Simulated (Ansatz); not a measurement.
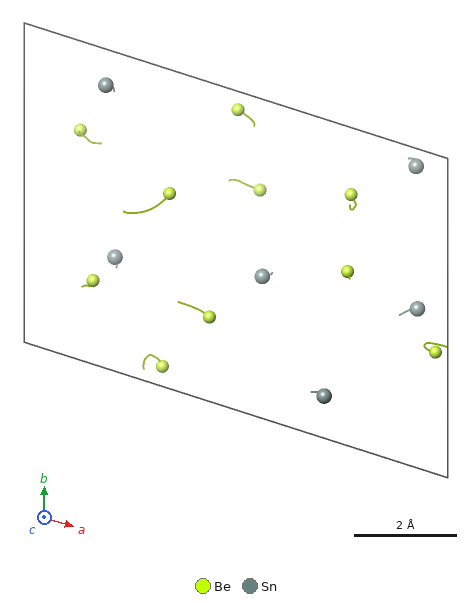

Molecular dynamics of an amorphous cell of composition Be₅Sn₃ (16 atoms in the cell), 40 fs long. Lines trace each atom's path, in the colour of its element; spheres stand at the starting positions. Seen along the c axis in the simulation cell.

Theory: DFT, PAW plane waves, PBE (Ansatz 0.2.0). Settings: plane-wave cutoff 420 eV; k-point mesh 2 × 3 × 3; Fermi-Dirac smearing 0.05 eV; Langevin thermostat and barostat (NPT); set temperature 2000 K; time step 1 fs; target pressure 10 GPa.

> How do the atoms move?

Root-mean-square distances from the starting positions over the second half, with the common drift of all atoms taken out: Be 0.47 Å, Sn 0.22 Å. The run lasts only 40 fs, too short to tell vibration from diffusion. The conserved quantity stays between −0.15 and 0.074 meV per atom of its start. A straight-line fit has a slope that amounts to −0.11 meV per atom over 40 fs (under 0.1 % of the mean kinetic energy), and the ripple about it is 0.1 % of the kinetic energy's fluctuation. With a drift under 2 % and a ripple under 7 %, the integration is accurate.

Limits of the set-up: the k-point mesh is coarse for a cell with partly filled bands; the periodic images lie only 5.3 Å apart, so the values are limited by the cell's size.
